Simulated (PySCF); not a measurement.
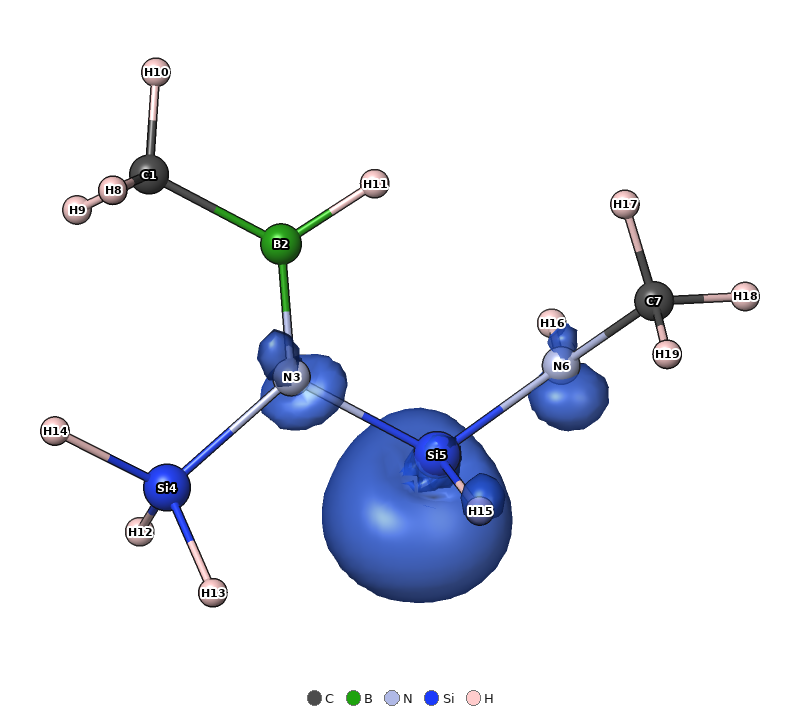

Figure. C2H12BN2Si2, doublet, SMILES `CBN([SiH3])[SiH]NC`. Spin density ρα − ρβ at ±0.05 e/Å³ (blue: excess α, red: excess β).

Computed with PySCF, BP86/def2-SVP, geometry: GFN2-xTB. No frequency check shows the geometry to be a minimum. The stability of the open-shell solution wasn't checked. GFN2-xTB doesn't know the spin state, so this open-shell geometry is rough.

Coordinates in Å:

```
C1       2.0551   -2.1618   -0.0088
B2       0.6825   -1.3709   -0.0049
N3       0.6252    0.0352    0.0253
Si4      1.9879    1.1412    0.0385
Si5     -0.9000    0.9206   -0.0594
N6      -2.3068    0.0588   -0.5361
C7      -3.2070   -0.6258    0.3668
H8       2.5626   -2.0613    0.9502
H9       2.7405   -1.7809   -0.7640
H10      1.9222   -3.2263   -0.1903
H11     -0.3351   -1.9654   -0.0238
H12      2.1273    1.6667   -1.3218
H13      1.6556    2.2207    0.9714
H14      3.2093    0.4739    0.4824
H15     -1.1664    1.4606    1.2781
H16     -2.3356   -0.3419   -1.4614
H17     -2.9119   -1.6666    0.5373
H18     -4.2215   -0.6136   -0.0369
H19     -3.2074   -0.1093    1.3233
```

Give the atomic spin populations that go with this picture.

Answer. Hirshfeld spin populations: Si5 +0.68, N3 +0.08, N6 +0.07 and H15 +0.05. ⟨S²⟩ = 0.75, as for a pure state.

Cost of the run: 67 s on 1 thread of Intel(R) Xeon(R) Processor (shared host), peak memory 0.65 GiB.
